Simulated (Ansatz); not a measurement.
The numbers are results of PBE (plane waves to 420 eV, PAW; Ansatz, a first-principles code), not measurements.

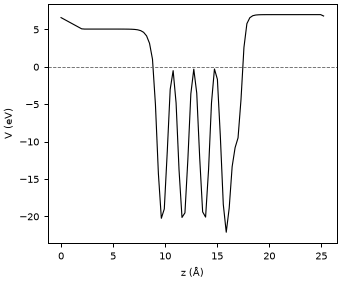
Fig. 1. Electrostatic potential energy of an electron, averaged over planes parallel to the surface, in eV from the Fermi level, for O on the 1x1 (111) surface of fcc Ni, ferromagnetic, one in a 1x1 cell, started at the site 'bridge Ni-Ni (span 2.5 Å)'

Slab: 5 atoms, 6.0 Å thick at the start under the adsorbate (thin: gaps and levels are the slab's own); k 14x14x1, smearing 0.1 eV, dipole-corrected; 2 atoms held, the rest relaxed; held to the start's symmetry, so lower structures may exist; spin-polarised, no spin-orbit, no U, no dispersion correction. At the end it is bonded to 3 Ni. In PBE it is, or lies within 0.03 eV of, the lowest of the starts that converged.

Problem. The surface cell has an area of 5.36 Å². What dipole along the normal does the step between the two vacuum levels imply?

Solution. the top vacuum level lies 1.93 eV above the bottom one; p = −ε₀ A ΔV (ε₀ = 0.005526 e/(V·Å)) gives -0.06 e·Å a cell.
